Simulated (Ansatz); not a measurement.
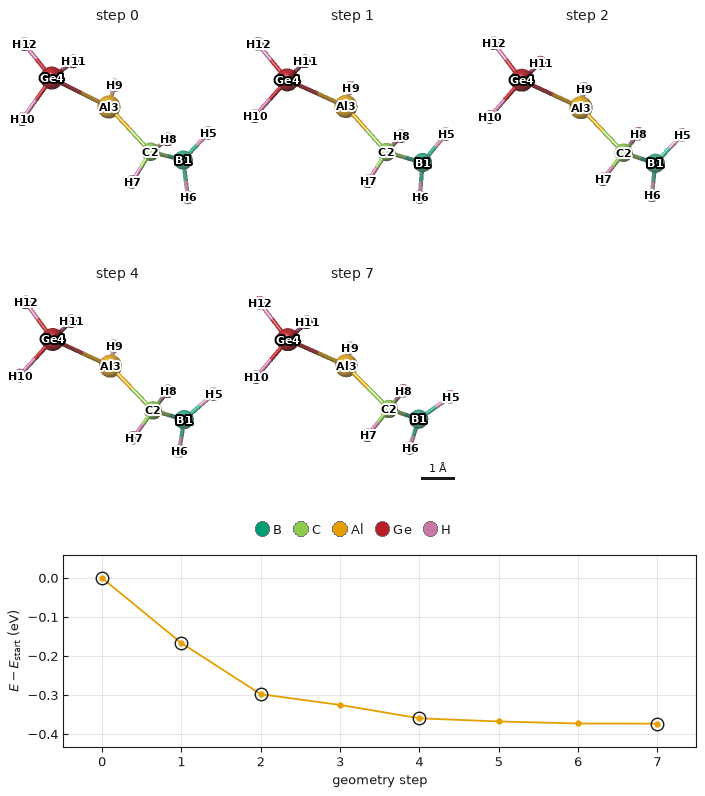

Frames of a relaxation of CH$_{8}$AlBGe, marked on the history of the run. Style: ball-and-stick. Shown from a free direction.

The run prepares an end point of a later path (torsion) calculation, from a guessed geometry.

Level of theory: Ansatz, RKS B3LYP/def2-SVP. Settings: no spin polarisation; force threshold 0.015 eV/Å; at most 40 steps.

### Describe the path.

The energy falls by 0.373 eV in 7 geometry steps. Largest force component: 1.6 eV/Å at the start, 0.0082 eV/Å at the end. The largest move after the best rigid fit is that of H6, 0.55 Å. By element the largest moves are H 0.55 Å, Ge 0.13 Å, Al 0.12 Å, C 0.12 Å, B 0.05 Å. Near-neighbour distances that change, for instance: Al3–H9 1.657 → 1.587 Å, Ge4–H11 1.500 → 1.549 Å, Ge4–H10 1.590 → 1.550 Å, B1–C2 1.562 → 1.522 Å. Among the angles between lasting bonds that change: B1–C2–H8 109.7° → 117.4°, B1–C2–H7 110.1° → 117.7°, H11–Ge4–H12 114.2° → 107.0°. Groups turn about B1–C2 by about 30°. The run took 12 s on 2 threads of AMD EPYC 9R45 96-Core Processor (Zen 5) (shared host), peak memory 0.3 GiB. From step 0 to 1: H6 moves most (0.19 Å), energy −0.166 eV. From step 1 to 2: H5 moves most (0.20 Å), energy −0.131 eV. From step 2 to 4: H6 moves most (0.11 Å), energy −0.062 eV. From step 4 to 7: H6 moves most (0.17 Å), energy −0.014 eV.
